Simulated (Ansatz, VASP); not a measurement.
## Cross-check of TaTeI between VASP and Ansatz

Wanted: the spread between two codes on one cell, functional and k mesh. The cell is invented: other elements were put on sites of a known structure type. It may not be a known or stable phase. The cell is taken from a series of VASP runs on this material, whose earlier steps may have relaxed, scaled or displaced it; both programs get it as it stands. Valence electrons are named where the data sets of a main pair hold unlike numbers.

Program: Ansatz 0.2.0. Level of theory: plane waves, with VASP 6.6.1 beside it; band structure at PBE with D3(BJ), spin-orbit coupling. Results are calculated unless marked as measured.

## 1. The structure

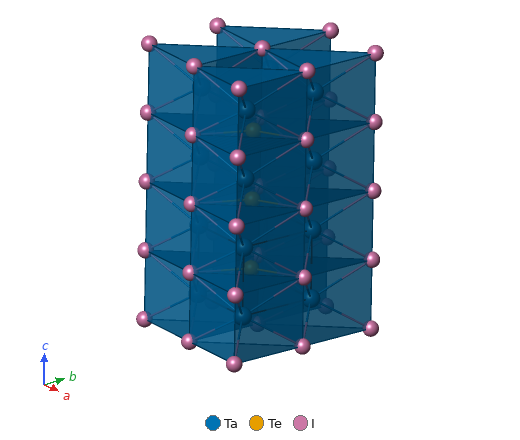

The starting structure, seen slightly off an axis (tantalum blue, tellurium orange, iodine pink). 1×1×3 cells are drawn. Some periodic images of atoms are drawn too.

Coordinates:

```xyz
3
Lattice="5.1666 0.0000 0.0000 -2.5833 4.4744 0.0000 0.0000 0.0000 3.1926" Properties=species:S:1:pos:R:3 pbc="T T T"
Ta    0.0000    0.0000    0.0000
Te    2.5833    1.4915    1.5963
I     0.0000    2.9830    1.5963
```

## 2. VASP: band structure, PBE with D3(BJ), spin-orbit coupling

With cell and atoms fixed, the geometry can't cause a difference; cores, projectors, grids and the points listed under the comparison can.

Lines of VASP's logs that name or quote its potential files are left out, and so is its time.

File INCAR:

```
SYSTEM = TaTeI
PREC = Accurate
ENCUT = 400
EDIFF = 1E-06
NELM = 100
ISMEAR = 0
SIGMA = 0.05
LREAL = .FALSE.
ALGO = Normal
GGA = PE
IVDW = 12
LNONCOLLINEAR = .TRUE.
MAGMOM = 0 0 0 0 0 0 0 0 0
NBANDS = 36
GGA_COMPAT = .FALSE.
LASPH = .TRUE.
LSORBIT = .TRUE.
LMAXMIX = 4
LORBIT = 11
LWAVE = .FALSE.
LCHARG = .FALSE.
```

File POSCAR:

```
TaTeI
1.0
    5.1666381252     -0.0000000002      0.0000000000
   -2.5833190681      4.4744398746      0.0000000000
    0.0000000000      0.0000000000      3.1925865917
Ta Te I
1 1 1
Direct
    0.0000000000      0.0000000000      0.0000000000
    0.6666666700      0.3333333300      0.5000000000
    0.3333333300      0.6666666700      0.5000000000
```

File KPOINTS:

```
Automatic mesh
0
Gamma
4 4 6
0 0 0
```

File KPOINTS_OPT:

```
Line mode
16
Line-mode
Reciprocal
  0.00000000   0.00000000   0.00000000 GAMMA
  0.50000000   0.00000000   0.00000000 M

  0.50000000   0.00000000   0.00000000 M
  0.33333333   0.33333333   0.00000000 K

  0.33333333   0.33333333   0.00000000 K
  0.00000000   0.00000000   0.00000000 GAMMA

  0.00000000   0.00000000   0.00000000 GAMMA
  0.00000000   0.00000000   0.50000000 A

  0.00000000   0.00000000   0.50000000 A
  0.50000000   0.00000000   0.50000000 L

  0.50000000   0.00000000   0.50000000 L
  0.33333333   0.33333333   0.50000000 H

  0.33333333   0.33333333   0.50000000 H
  0.00000000   0.00000000   0.50000000 A

  0.50000000   0.00000000   0.50000000 L
  0.50000000   0.00000000   0.00000000 M

  0.33333333   0.33333333   0.00000000 K
  0.33333333   0.33333333   0.50000000 H
```

The projector-augmented-wave data sets are Ta_pv, Te and I (PBE family, release 64).

Command:

```console
> mpirun -np 1 vasp_ncl
```

Numbers of over 12 decimals in the logs are rounded to 6 here.

The program printed:

```text
[banner, memory and clock lines left out]
running    1 mpi-ranks, on    1 nodes
 distrk:  each k-point on    1 cores,    1 groups
 distr:  one band on    1 cores,    1 groups

 POSCAR found type information on POSCAR TaTeI
 POSCAR found :  3 types and       3 ions
 LDA part: xc-table for (Slater+PW92), standard interpolation
 POSCAR, INCAR and KPOINTS ok, starting setup
 FFT: planning ... GRIDC
 FFT: planning ... GRID_SOFT
 FFT: planning ... GRID
 WAVECAR not read
 entering main loop
       N       E                     dE             d eps       ncg     rms          rms(c)
DAV:   1     0.143695444845E+03    0.14370E+03   -0.95283E+03  1568   0.972E+02
DAV:   2    -0.493292758658E+01   -0.14863E+03   -0.14140E+03  1752   0.249E+02
DAV:   3    -0.140318963487E+02   -0.90990E+01   -0.87271E+01  1800   0.557E+01
DAV:   4    -0.142640049078E+02   -0.23211E+00   -0.22937E+00  1736   0.916E+00
DAV:   5    -0.142690236792E+02   -0.50188E-02   -0.50152E-02  1760   0.146E+00    0.187E+01
DAV:   6    -0.137321594395E+02    0.53686E+00   -0.20887E+00  1644   0.982E+00    0.107E+01
DAV:   7    -0.135622135296E+02    0.16995E+00   -0.64103E-01  1608   0.518E+00    0.629E+00
DAV:   8    -0.135044103562E+02    0.57803E-01   -0.20669E-01  1632   0.302E+00    0.184E+00
DAV:   9    -0.135034506415E+02    0.95971E-03   -0.90937E-03  1688   0.585E-01    0.117E+00
DAV:  10    -0.135013484513E+02    0.21022E-02   -0.41179E-03  1588   0.434E-01    0.467E-01
DAV:  11    -0.135012588766E+02    0.89575E-04   -0.44159E-04  1704   0.132E-01    0.157E-01
DAV:  12    -0.135012623711E+02   -0.34946E-05   -0.40448E-05  1592   0.374E-02    0.932E-02
DAV:  13    -0.135012632446E+02   -0.87348E-06   -0.61483E-05  1608   0.508E-02    0.295E-02
DAV:  14    -0.135012567536E+02    0.64910E-05   -0.79974E-06  1596   0.200E-02    0.135E-02
DAV:  15    -0.135012559209E+02    0.83272E-06   -0.13735E-06  1232   0.772E-03
   1 F= -.15100165E+02 E0= -.15097515E+02  d E =-.530009E-02  mag=    -0.0000     0.0000    -0.0000
 Start KPOINTS_OPT (optional k-point list driver)
k-point batch [1-20\144]
       N       E                     dE             ncg
DAV:   1     0.111408109753E+04   -0.25943E+04     1600
DAV:   2    -0.195850827546E+04   -0.30726E+04     1832
DAV:   3    -0.214335149317E+04   -0.18484E+03     1792
DAV:   4    -0.214854891200E+04   -0.51974E+01     1780
DAV:   5    -0.214867238310E+04   -0.12347E+00     1728
DAV:   6    -0.214867725532E+04   -0.48722E-02     1788
DAV:   7    -0.214867745379E+04   -0.19847E-03     1736
DAV:   8    -0.214867746327E+04   -0.94739E-05     1616
DAV:   9    -0.214867746377E+04   -0.50489E-06     1148
[...]
k-point batch [141-144\144]
       N       E                     dE             ncg
DAV:   1     0.789567230627E+04   -0.30065E+04      320
DAV:   2     0.735380237959E+04   -0.54187E+03      368
DAV:   3     0.732248792998E+04   -0.31314E+02      352
DAV:   4     0.732168538058E+04   -0.80255E+00      352
DAV:   5     0.732166609710E+04   -0.19283E-01      356
DAV:   6     0.732166561588E+04   -0.48121E-03      360
DAV:   7     0.732166559703E+04   -0.18853E-04      364
DAV:   8     0.732166559631E+04   -0.71518E-06      360
```

From OUTCAR (step 2):

```text
ion  position               nearest neighbor table
   1  0.000  0.000  0.000-   2 3.38   3 3.38   2 3.38   3 3.38   2 3.38   2 3.38   3 3.38   3 3.38
                             2 3.38   2 3.38   3 3.38   3 3.38
   2  0.667  0.333  0.500-   3 2.98   3 2.98   3 2.98   1 3.38   1 3.38   1 3.38   1 3.38   1 3.38
                             1 3.38
   3  0.333  0.667  0.500-   2 2.98   2 2.98   2 2.98   1 3.38   1 3.38   1 3.38   1 3.38   1 3.38
                             1 3.38

  LATTYP: Found a hexagonal cell.
 ALAT       =     5.1666381252
 C/A-ratio  =     0.6179233990

 Subroutine GETGRP returns: Found 12 space group operations
 (whereof 12 operations were pure point group operations)

The static configuration has the point symmetry D_3h.

 Found     20 irreducible k-points:

   k-points           NKPTS =     20   k-points in BZ     NKDIM =     20   number of bands    NBANDS=     36

   dimension x,y,z NGX =    36 NGY =   36 NGZ =   24
   dimension x,y,z NGXF=    72 NGYF=   72 NGZF=   48

   ENCUT  =  400.0 eV  29.40 Ry    5.42 a.u.   8.43  8.43  5.21*2*pi/ulx,y,z

   NELECT =      24.0000    total number of electrons

 k-points in reciprocal lattice and weights: Automatic mesh
   0.00000000  0.00000000  0.00000000       0.010
   0.25000000  0.00000000  0.00000000       0.031
  -0.25000000  0.00000000  0.00000000       0.031
   0.50000000  0.00000000  0.00000000       0.031
   0.25000000  0.25000000  0.00000000       0.062
   0.00000000  0.00000000  0.16666667       0.021
   0.25000000  0.00000000  0.16666667       0.062
  -0.25000000  0.00000000 -0.16666667       0.062
   0.50000000  0.00000000  0.16666667       0.062
[...]
0.50000000  0.00000000  0.50000000       0.031
   0.25000000  0.25000000  0.50000000       0.062

 average (electrostatic) potential at core
       1 -35.4813       2 -86.8536       3 -89.0745

 E-fermi :   8.6640

 k-point     1 :       0.0000    0.0000    0.0000
  band No.  band energies     occupation
    ...
     18       5.5102      1.00000
     19       5.7622      1.00000
     20       5.7622      1.00000
     21       7.5916      1.00000
     22       7.5916      1.00000
     23       8.7733      0.00099
     24       8.7733      0.00099
     25       9.6779      0.00000
     26       9.6779      0.00000
     27       9.9188      0.00000
    ...

 k-point     2 :       0.2500    0.0000    0.0000
  band No.  band energies     occupation
    ...
     18       5.8608      1.00000
     19       6.7770      1.00000
     20       6.7770      1.00000
     21       7.5870      1.00000
     22       7.5870      1.00000
     23       9.4114      0.00000
     24       9.4114      0.00000
     25       9.9172      0.00000
     26       9.9172      0.00000
     27      10.0690      0.00000
    ...

 k-point     3 :      -0.2500    0.0000    0.0000
  band No.  band energies     occupation
    ...
     18       5.8608      1.00000
     19       6.7770      1.00000
     20       6.7770      1.00000
     21       7.5870      1.00000
     22       7.5870      1.00000
     23       9.4114      0.00000
     24       9.4114      0.00000
     25       9.9172      0.00000
     26       9.9172      0.00000
     27      10.0690      0.00000
    ...

 Edisp (eV)   -1.59891

  Total       0.40493     0.40493    -0.84325    -0.00000     0.00000     0.00000
  in kB       8.79020     8.79020   -18.30525    -0.00000     0.00000     0.00000
  external pressure =       -0.24 kB  Pullay stress =        0.00 kB

  energy-cutoff  :      400.00
  volume of cell :       73.81
      direct lattice vectors                 reciprocal lattice vectors
     5.166638125 -0.000000000  0.000000000     0.193549456  0.111745831  0.000000000
    -2.583319068  4.474439875  0.000000000     0.000000000  0.223491661  0.000000000
     0.000000000  0.000000000  3.192586592     0.000000000  0.000000000  0.313225647

 POSITION                                       TOTAL-FORCE (eV/Angst)
 -----------------------------------------------------------------------------------
      0.00000      0.00000      0.00000        -0.000000     -0.000000      0.000000
      2.58332      1.49148      1.59629         0.000000      0.000000      0.000000
     -0.00000      2.98296      1.59629        -0.000000     -0.000000      0.000000
 -----------------------------------------------------------------------------------
    total drift:                                0.000006     -0.000003     -0.000000

  FREE ENERGIE OF THE ION-ELECTRON SYSTEM (eV)
  ---------------------------------------------------
  free  energy   TOTEN  =       -15.1001648774 eV

  energy  without entropy=      -15.0948647881  energy(sigma->0) =      -15.09751483

 Spin-Orbit-Coupling matrix elements
 Ion:    1  E_soc:     -1.5523525
 Ion:    2  E_soc:     -0.2002590
 Ion:    3  E_soc:     -0.2910053

 total charge
# of ion       s       p       d       tot
------------------------------------------
    1        0.313   6.015   2.207   8.535
    2        1.452   1.774   0.092   3.318
    3        1.570   2.611   0.110   4.290
--------------------------------------------------
tot          3.335  10.399   2.409  16.143

 magnetization (x)
# of ion       s       p       d       tot
------------------------------------------
    1       -0.000   0.000   0.000  -0.000
    2        0.000   0.000   0.000   0.000
    3        0.000   0.000  -0.000  -0.000
--------------------------------------------------
tot          0.000   0.000  -0.000   0.000

 magnetization (y)
# of ion       s       p       d       tot
------------------------------------------
    1       -0.000   0.000  -0.000  -0.000
    2        0.000   0.000   0.000   0.000
    3        0.000  -0.000   0.000   0.000
--------------------------------------------------
tot          0.000   0.000  -0.000  -0.000

 magnetization (z)
# of ion       s       p       d       tot
------------------------------------------
    1        0.000   0.000  -0.000  -0.000
    2        0.000   0.000  -0.000  -0.000
    3       -0.000   0.000  -0.000   0.000
--------------------------------------------------
tot          0.000   0.000  -0.000  -0.000

[... 3 further parts left out ...]
```

The run ends at a pressure of -0.02 GPa.

[end of part 1 of 2]

[Lines on the potential files, build, host, timing and source positions are cut from VASP's logs without a mark.]

[Logs are printed without paths, hosts, clocks, repeated set-up lines and the standing remarks that a program may print on its own settings, such as how far it seeks lower states.]

[Hosts, paths, dates, database ids (printed as entryN), source tags and the programs' standing remarks are cut or masked in the printed files.]
